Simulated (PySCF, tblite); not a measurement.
# C4H12P2Si: a rotation path, then NMR shifts on frames

Aim: move C4H12P2Si (`P[SiH](P)C1CCC1`) away from its starting geometry and see how NMR shifts follow the geometry.

The runs use tblite 0.8.0 and PySCF 2.14.0, with density-fitted response routines of our own; the level of theory stands in each step. All values are computed, except where a source is named. Atoms are numbered from 0 throughout.

### 1 The starting structure

19 atoms, charge 0, multiplicity 1; geometry from: GFN2-xTB.

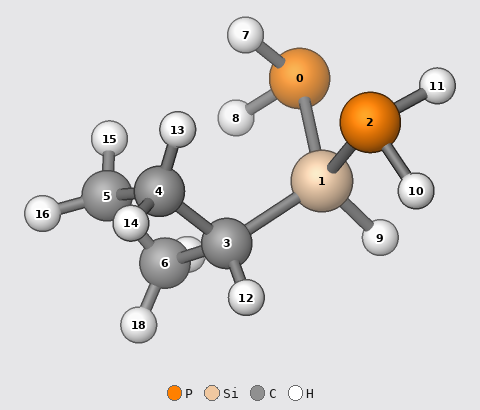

The starting geometry (phosphorus orange, silicon light orange, carbon grey, hydrogen white), atoms numbered.

### 2 The rotation path with GFN2-xTB

What the job is given:

```
{"job": {"kind": "neb", "xc": "GFN2-xTB", "basis": "xTB", "atoms": [0, 1, 3, 4], "turn": 120}, "charge": 0, "multiplicity": 1}
P      2.038031     1.687711    -0.071906
Si     1.297439    -0.378220    -0.587881
P      2.206743    -1.810921     0.895080
C     -0.592892    -0.654592    -0.469387
C     -1.167911    -0.435537     0.943372
C     -1.756724     0.901610     0.476476
C     -1.457771     0.511895    -0.976617
H      1.557371     1.666815     1.225471
H      0.925025     2.351990    -0.545351
H      1.711333    -0.586126    -1.990448
H      2.214284    -2.879167     0.018707
H      3.508734    -1.467102     0.584316
H     -0.849227    -1.620941    -0.907084
H     -0.443810    -0.385361     1.757684
H     -1.931510    -1.165337     1.206784
H     -1.174471     1.758715     0.812038
H     -2.803631     1.073855     0.718375
H     -0.947818     1.261462    -1.581482
H     -2.342999     0.178500    -1.515609
```

Level: GFN2-xTB climbing-image nudged elastic band, gas phase.

On the command line:

```
$ OMP_NUM_THREADS=1 python probes_run.py task.json out
```

The driver reads the jobs from task.json and runs them one after another.

The log of the run:

```text
image   E - E0 / eV
  0      -0.0000
  1       0.0130
  2       0.0291
  3       0.0346
  4       0.0410
  5       0.0455
  6       0.0381
  7       0.0179
  8       0.0005
```

Wall time 16 s (1 thread, shared host).

The final band, with the dihedral P0–Si1–C3–C4:

| image | dihedral (°) | energy (eV) | energy (kcal/mol) |
| --- | --- | --- | --- |
| 0 | -61 | 0.000 | 0.0 |
| 1 | -46 | 0.013 | 0.3 |
| 2 | -31 | 0.029 | 0.7 |
| 3 | -15 | 0.035 | 0.8 |
| 4 | 1 | 0.041 | 0.9 |
| 5 | 17 | 0.045 | 1.0 |
| 6 | 32 | 0.038 | 0.9 |
| 7 | 49 | 0.018 | 0.4 |
| 8 | 62 | 0.001 | 0.0 |

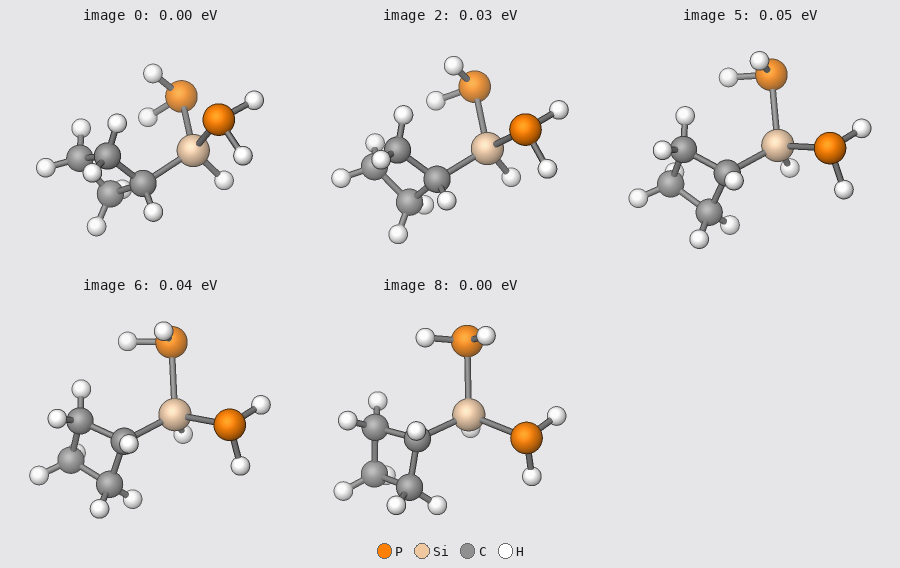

Images along the band.

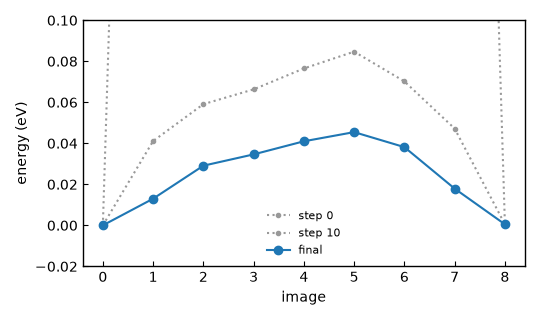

Energy along the band, early and final.

### 3 Nuclear shieldings: image 0, PBE0/pcSseg-1

What the job is given:

```
{"job": {"kind": "nmr", "xc": "PBE0", "basis": "pcSseg-1", "pop": false}, "charge": 0, "multiplicity": 1}
P      2.038000     1.687700    -0.071900
Si     1.297400    -0.378200    -0.587900
P      2.206700    -1.810900     0.895100
C     -0.592900    -0.654600    -0.469400
C     -1.167900    -0.435500     0.943400
C     -1.756700     0.901600     0.476500
C     -1.457800     0.511900    -0.976600
H      1.557400     1.666800     1.225500
H      0.925000     2.352000    -0.545400
H      1.711300    -0.586100    -1.990400
H      2.214300    -2.879200     0.018700
H      3.508700    -1.467100     0.584300
H     -0.849200    -1.620900    -0.907100
H     -0.443800    -0.385400     1.757700
H     -1.931500    -1.165300     1.206800
H     -1.174500     1.758700     0.812000
H     -2.803600     1.073900     0.718400
H     -0.947800     1.261500    -1.581500
H     -2.343000     0.178500    -1.515600
```

Method: GIAO PBE0/pcSseg-1 NMR shielding, non-relativistic, gas phase.

The log of the run:

```text
coarse grid: 16656 points
cycle   1  E = -1131.1064399119  dE =  5.903e-01  |g| = 3.668e-01  |ddm| = 3.936e+00
cycle   2  E = -1131.0914951440  dE =  1.494e-02  |g| = 4.497e-01  |ddm| = 8.202e-01
cycle   3  E = -1131.1438599271  dE = -5.236e-02  |g| = 4.929e-02  |ddm| = 4.827e-01
cycle   4  E = -1131.1443916120  dE = -5.317e-04  |g| = 1.818e-02  |ddm| = 8.527e-02
cycle   5  E = -1131.1444709430  dE = -7.933e-05  |g| = 5.913e-03  |ddm| = 3.275e-02
cycle   6  E = -1131.1444799724  dE = -9.029e-06  |g| = 1.667e-03  |ddm| = 1.004e-02
final grid: 145080 points
cycle   7  E = -1131.1875166403  dE = -4.713e-05  |g| = 8.606e-03  |ddm| = 4.143e-02
cycle   8  E = -1131.1875026112  dE =  1.403e-05  |g| = 1.139e-02  |ddm| = 1.903e-02
cycle   9  E = -1131.1875357866  dE = -3.318e-05  |g| = 6.633e-04  |ddm| = 1.129e-02
cycle  10  E = -1131.1875358781  dE = -9.147e-08  |g| = 2.411e-04  |ddm| = 1.038e-03
cycle  11  E = -1131.1875358921  dE = -1.406e-08  |g| = 5.974e-05  |ddm| = 3.048e-04
cycle  12  E = -1131.1875358930  dE = -8.486e-10  |g| = 1.266e-05  |ddm| = 8.919e-05
converged SCF energy = -1131.1875358930

GIAO shielding tensors (ppm)
atom      isotropic    diamagn.    paramagn.     s11        s22        s33       span
  0 P      634.276     968.179    -333.903    562.791    653.146    686.891    124.100
  1 Si     365.255     881.174    -515.919    314.237    356.020    425.509    111.272
  2 P      628.876     967.429    -338.553    557.045    630.015    699.568    142.522
  3 C      166.576     253.280     -86.704    154.580    167.902    177.245     22.665
  4 C      163.869     249.370     -85.500    150.918    158.476    182.215     31.298
  5 C      165.554     251.135     -85.581    152.561    166.745    177.355     24.794
  6 C      163.841     250.013     -86.172    151.938    159.358    180.228     28.290
  7 H       30.687      31.564      -0.877     26.254     28.061     37.746     11.492
  8 H       30.349      31.844      -1.494     24.502     28.211     38.335     13.833
  9 H       26.814      30.221      -3.408     23.623     24.102     32.715      9.092
 10 H       30.624      29.813       0.811     24.781     27.189     39.903     15.122
 11 H       30.801      29.461       1.340     24.380     28.527     39.496     15.116
 12 H       29.821      33.014      -3.193     24.971     29.138     35.355     10.384
 13 H       29.697      31.459      -1.763     25.355     29.690     34.045      8.690
 14 H       29.310      31.204      -1.894     25.642     26.971     35.317      9.674
 15 H       29.773      31.808      -2.036     25.863     30.120     33.335      7.472
 16 H       29.728      29.912      -0.184     25.815     26.133     37.235     11.419
 17 H       30.003      31.779      -1.776     25.331     29.465     35.213      9.882
 18 H       29.175      30.916      -1.741     25.910     26.223     35.392      9.482
```

Run time: 95 s. Hardware: 1 thread, shared host.

The references, computed at this level on geometries of the same kind, shield at (ppm): ¹H TMS 31.72, ¹³C TMS 186.9, ²⁹Si TMS 349.2, ³¹P H3PO4 318.4. Their shielding less the atom's gives the shift. The references are single molecules in the gas phase, so shifts against H2O, NH3, PH3, H3PO4 or CFCl3 are not on the usual liquid scales and can be off by tens of ppm. Each atom is listed at this fixed geometry, with no averaging over motion; a spectrum would average atoms that exchange fast.

| atoms | environment | σ (ppm) | δ (ppm) |
| --- | --- | --- | --- |
| C6 | sp3 CH2 in a ring | 163.8 | 23.1 |
| C4 | sp3 CH2 in a ring | 163.9 | 23.1 |
| C5 | sp3 CH2 in a ring | 165.6 | 21.4 |
| C3 | sp3 CH bonded to Si | 166.6 | 20.3 |
| H9 | hydrogen on a silicon bonded to C, 2 P | 26.81 | 4.90 |
| H18 | hydrogen on an sp3 CH2 in a ring | 29.18 | 2.54 |
| H14 | hydrogen on an sp3 CH2 in a ring | 29.31 | 2.41 |
| H13 | hydrogen on an sp3 CH2 in a ring | 29.70 | 2.02 |
| H16 | hydrogen on an sp3 CH2 in a ring | 29.73 | 1.99 |
| H15 | hydrogen on an sp3 CH2 in a ring | 29.77 | 1.94 |
| H12 | hydrogen on an sp3 CH bonded to Si | 29.82 | 1.90 |
| H17 | hydrogen on an sp3 CH2 in a ring | 30.00 | 1.71 |
| H8 | hydrogen on a phosphorus bonded to Si | 30.35 | 1.37 |
| H10 | hydrogen on a phosphorus bonded to Si | 30.62 | 1.09 |
| H7 | hydrogen on a phosphorus bonded to Si | 30.69 | 1.03 |
| H11 | hydrogen on a phosphorus bonded to Si | 30.80 | 0.92 |
| P2 | phosphorus bonded to Si, 2 H | 628.9 | -310.5 |
| P0 | phosphorus bonded to Si, 2 H | 634.3 | -315.9 |
| Si1 | silicon bonded to C, 2 P, H | 365.3 | -16.1 |

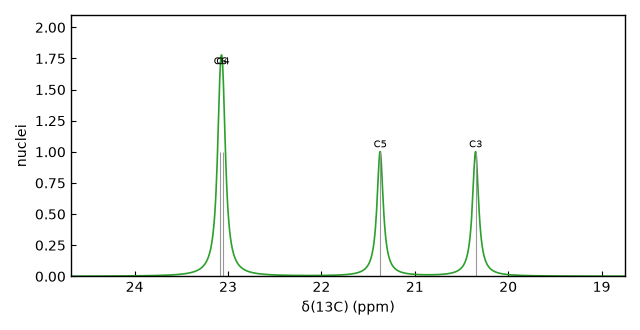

¹³C lines at the computed shifts, without couplings. Lines are broadened to a width of 0.08 ppm (Lorentzian).

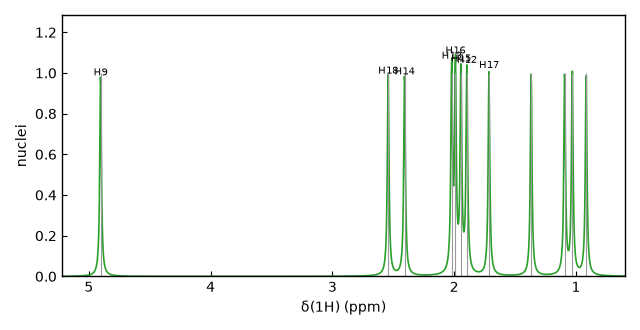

¹H lines at the computed shifts, without couplings. Lines are broadened to a width of 0.02 ppm (Lorentzian).

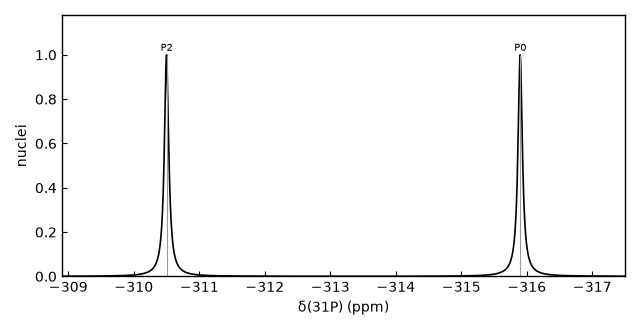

³¹P lines at the computed shifts, without couplings. Lines are broadened to a width of 0.08 ppm (Lorentzian).

Ring of atoms C3, C4, C5, C6: NICS(0) 0.3, NICS(1) -0.2, NICS(1)zz 2.1 ppm (means of both faces).

### 4 Nuclear shieldings: image 2, PBE0/pcSseg-1

What the job is given:

```
{"job": {"kind": "nmr", "xc": "PBE0", "basis": "pcSseg-1", "pop": false}, "charge": 0, "multiplicity": 1}
P      2.098700     1.586400     0.380900
Si     1.301100    -0.329500    -0.501500
P      2.352600    -2.029900     0.544000
C     -0.570800    -0.667100    -0.267800
C     -1.178100    -0.083200     1.022800
C     -1.875900     0.998900     0.190500
C     -1.508300     0.237500    -1.089300
H      1.752600     1.266000     1.681800
H      0.943500     2.315300     0.181200
H      1.585200    -0.227400    -1.947900
H      2.291100    -2.874300    -0.547300
H      3.620500    -1.590200     0.214300
H     -0.763800    -1.734300    -0.392800
H     -0.473200     0.278500     1.771900
H     -1.874100    -0.766300     1.508000
H     -1.382800     1.967200     0.257700
H     -2.938800     1.136100     0.378800
H     -1.039400     0.829500    -1.874600
H     -2.349600    -0.303800    -1.518100
```

Method: GIAO PBE0/pcSseg-1 NMR shielding, non-relativistic, gas phase.

The log of the run:

```text
coarse grid: 16656 points
cycle   1  E = -1131.1053575792  dE =  5.814e-01  |g| = 3.665e-01  |ddm| = 3.927e+00
cycle   2  E = -1131.0908949560  dE =  1.446e-02  |g| = 4.476e-01  |ddm| = 8.180e-01
cycle   3  E = -1131.1427934096  dE = -5.190e-02  |g| = 4.918e-02  |ddm| = 4.771e-01
cycle   4  E = -1131.1433208098  dE = -5.274e-04  |g| = 1.823e-02  |ddm| = 8.070e-02
cycle   5  E = -1131.1434011173  dE = -8.031e-05  |g| = 5.815e-03  |ddm| = 3.123e-02
cycle   6  E = -1131.1434096998  dE = -8.583e-06  |g| = 1.708e-03  |ddm| = 9.748e-03
final grid: 145080 points
cycle   7  E = -1131.1865341366  dE = -4.007e-05  |g| = 8.670e-03  |ddm| = 4.253e-02
cycle   8  E = -1131.1865200255  dE =  1.411e-05  |g| = 1.145e-02  |ddm| = 1.903e-02
cycle   9  E = -1131.1865535509  dE = -3.353e-05  |g| = 6.489e-04  |ddm| = 1.110e-02
cycle  10  E = -1131.1865536383  dE = -8.737e-08  |g| = 2.340e-04  |ddm| = 1.047e-03
cycle  11  E = -1131.1865536515  dE = -1.327e-08  |g| = 5.803e-05  |ddm| = 2.875e-04
cycle  12  E = -1131.1865536524  dE = -8.192e-10  |g| = 1.234e-05  |ddm| = 9.281e-05
converged SCF energy = -1131.1865536524

GIAO shielding tensors (ppm)
atom      isotropic    diamagn.    paramagn.     s11        s22        s33       span
  0 P      628.378     968.242    -339.864    554.633    638.374    692.128    137.495
  1 Si     361.501     881.141    -519.640    312.893    350.432    421.179    108.287
  2 P      621.881     967.339    -345.458    549.169    627.191    689.285    140.116
  3 C      165.403     252.978     -87.574    154.073    165.520    176.618     22.545
  4 C      164.230     248.530     -84.300    152.631    157.802    182.258     29.627
  5 C      165.532     252.049     -86.517    153.199    166.291    177.106     23.907
  6 C      161.447     250.047     -88.600    145.742    157.387    181.212     35.469
  7 H       30.553      31.610      -1.056     26.200     27.827     37.633     11.434
  8 H       30.361      32.077      -1.715     24.299     28.278     38.507     14.208
  9 H       26.785      30.393      -3.609     23.776     24.442     32.136      8.359
 10 H       30.479      29.941       0.538     24.828     27.341     39.268     14.439
 11 H       30.745      29.508       1.236     24.357     28.483     39.394     15.037
 12 H       29.863      33.288      -3.425     24.654     30.177     34.758     10.104
 13 H       29.755      32.099      -2.344     25.469     30.168     33.627      8.157
 14 H       29.176      31.032      -1.856     25.690     26.769     35.070      9.380
 15 H       29.712      31.587      -1.874     25.812     29.589     33.736      7.924
 16 H       29.694      29.883      -0.189     25.795     26.224     37.065     11.270
 17 H       29.958      31.521      -1.563     25.962     28.491     35.420      9.458
 18 H       29.130      30.917      -1.787     25.676     26.482     35.233      9.557
```

Run time: 94 s. Hardware: 1 thread, shared host.

In short: δ C6 25.5, C4 22.7, C3 21.5, C5 21.4, H9 4.93, H18 2.59 ppm.

(Part 1 of 2 ends here.)
